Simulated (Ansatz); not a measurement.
**O₂ (singlet): trial inputs and their diagnosis**

3 inputs are run for O₂ (singlet) as typed; the log has to tell whether the result can be used and what must change.

Method: the settings change from run to run; program: Ansatz 0.2.0, Gaussian basis.

14 further runs of the same task are left out: 5 that didn't finish, 9 set aside as unsound or not needed. Runs told in other sessions of the task aren't counted.

## Step 1: What is computed

The geometry is a PBE0/def2-TZVP stationary point (not a proven minimum) of the parent state, kept for this charge and spin.

2 atoms, charge 0, spin multiplicity 1.

Atoms are counted from 1 here; the program's logs count them from 0.

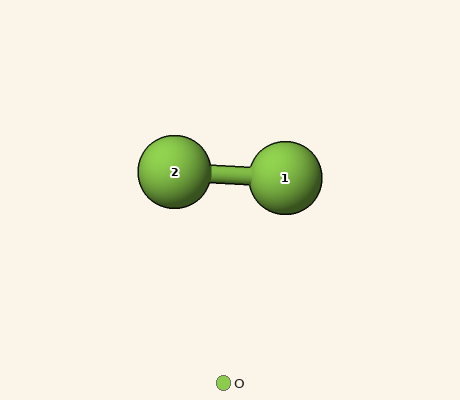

The structure; oxygen green; atoms are numbered from 1 in the order of the file.

## Step 2: Try 1

in.yaml

```yaml
crystal:
  periodic: [false, false, false]
  atoms:
    - {symbol: O, position_ang: [0.000000, 0.000000, 0.000000]}
    - {symbol: O, position_ang: [0.000000, 0.000000, 1.192820]}
basis:
  gaussian: {orbitals: 6-31G}
magnetization: {spin_polarized: false, initial_magnetization: 4}
correlation: {method: ccsdt, electrons: outside_noble_gas}
output: {forces: true}
```

Started as:

```
> ansatz run in.yaml --threads 1 --pin off --events-out ev --progress --plain --max-ram 2393MiB
```

The program printed, cut to the lines that bear on the results:

```text
Functional definition: HF
  name "HF"
  cite "Fock, Z. Phys. 61, 126 (1930) doi:10.1007/BF01340294"
  parent pbe
[...]
273 factors; integrals over basis functions are off by at most 2.3e-8 eV
[...]
mean field -4056.53911656 eV, -149.0750629127 hartree, gradient 1.4e-6 eV, S^2 6.000000; 9 other end points of the search recorded, 0 dependent functions left out
[...]
determinant -4056.53911656 eV, -149.0750629127 hartree, with singles and doubles -4060.98194173 eV, -149.2383337263 hartree
determinant -4054.44271153 eV, -148.9980214486 hartree, with singles and doubles -4060.20710919 eV, -149.2098591556 hartree
2 core orbitals not correlated: weight in the atoms' cores, before any rotation towards them, 1.000 or more for the frozen orbitals, at most 0.000 for the correlated occupied ones
reference -4056.53911656 eV, -149.0750629127 hartree; 8, 4 occupied and 8, 12 virtual orbitals, 273 factors
second order -3.85102587 eV of doubles, -0.23505188 eV of singles
cycle   1  -4.32125108 eV  change   -2.3e-1 eV  update   3.8e-2
[...]
cycle  12  -4.50737252 eV  change    3.8e-7 eV  update   5.9e-7
[...]
Total energy: -4061.04648909 eV, -149.2407057977 hartree
Atom 0 at     0.000000     0.000000     0.000000 Å, force     0.000000    -0.000000   -53.721146 eV/Å
Atom 1 at     0.000000     0.000000     1.192820 Å, force    -0.000000    -0.000000    53.721146 eV/Å
Dipole moment:    -0.000000     0.000000     0.000000 e Å
```

Wall time 3 s (1 thread of Arm Neoverse V1, shared host).

**Diagnosis.** The run converged, which proves nothing about the input. Far too many unpaired electrons are asked for. Its energy belongs to the state of multiplicity 5, not to the singlet that was meant. Cure: set initial_magnetization to that of the wanted state.

## Step 3: Try 2

in.yaml

```yaml
crystal:
  periodic: [false, false, false]
  atoms:
    - {symbol: O, position_ang: [0.000000, 0.000000, 0.000000]}
    - {symbol: O, position_ang: [0.000000, 0.000000, 1.192820]}
basis:
  gaussian: {orbitals: 6-31G}
correlation: {method: sc_nevpt2, electrons: outside_noble_gas, active_space: {window: {electrons: 2, orbitals: 2}, places: [1, 2]}}
```

Launched as before.

The program printed:

```text
Error: invalid value for `correlation.active_space`: name one of window, places and ras
```

It took 0.03 s on 1 thread of Arm Neoverse V1, shared host.

What is wrong: The run was refused. The active space is defined twice. Cure: keep one definition.

## Step 4: Try 3

in.yaml

```yaml
crystal:
  periodic: [false, false, false]
  atoms:
    - {symbol: O, position_ang: [0.000000, 0.000000, 0.000000]}
    - {symbol: O, position_ang: [0.000000, 0.000000, 1.192820]}
basis:
  gaussian: {orbitals: STO-3G}
magnetization: {spin_polarized: false}
hamiltonian: {pseudopotentials: {relativity: scalar}}
correlation: {method: sc_nevpt2, electrons: valence}
output: {forces: true}
```

Same command.

The program printed:

```text
Error: this correlation method needs an active space: name one as the reference
```

Wall time 0.03 s (1 thread of Arm Neoverse V1, shared host).

**Diagnosis.** The run was refused. This method needs an active space and has none. To mend it, add an active_space block.

## Step 5: Summary

| try | level | ended | cause | time |
| --- | --- | --- | --- | --- |
| 1 | CCSDT on ROHF/6-31G | converged | far too many unpaired electrons are asked for | 3 s |
| 2 | NEVPT2(2,2)/6-31G | refused | the active space is defined twice | 0.03 s |
| 3 | 'sc_nevpt2'/STO-3G | refused | this method needs an active space and has none | 0.03 s |

1 converged, 2 refused. The input that converges on a wrong geometry or spin is the dangerous one: no error points at it, so geometry and ⟨S²⟩ have to be checked.

Huber and Herzberg's tables give the ground state of this molecule as 3Σg-; the runs here treat another spin state.
